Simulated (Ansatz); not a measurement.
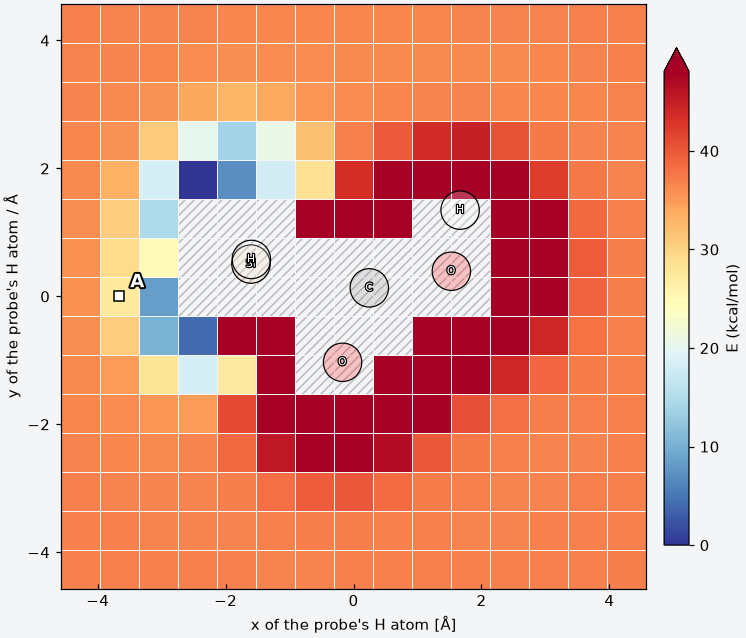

CH₂O₂Si (SMILES OC1=[SiH]O1) with the probe H. The probe is moved over the molecule's main plane. Coordinates scanned: (1) x of the probe's H atom; (2) y of the probe's H atom. Nothing is relaxed (molecule and probe rigid). Grid: 15 × 15 points. At 26 points there is no value (left out of the scan, as a rule where atoms come close). All energies are given in kcal/mol relative to the lowest grid point. Energies and slopes of some neighbouring points disagree (a jump in structure or state, or too coarse a mesh). These are results of UKS PBE0-D4/def2-SVPD (Ansatz 0.2.0), not measurements.

The picture shows one coloured cell a grid point, labelled circles for the molecule's atoms, projected on the plane, one colour for all values above the top of the scale, hatched blanks where no value was computed, the point A.

> Is A at rest? If not, where is it pushed?

A, at x of the probe's H atom = −3.66 Å, y of the probe's H atom = 0.00 Å, is not a stationary point. The computed force is 1.2 eV/Å in the plane, pointing right in the picture (components 1.2 and 0.0 eV/Å).
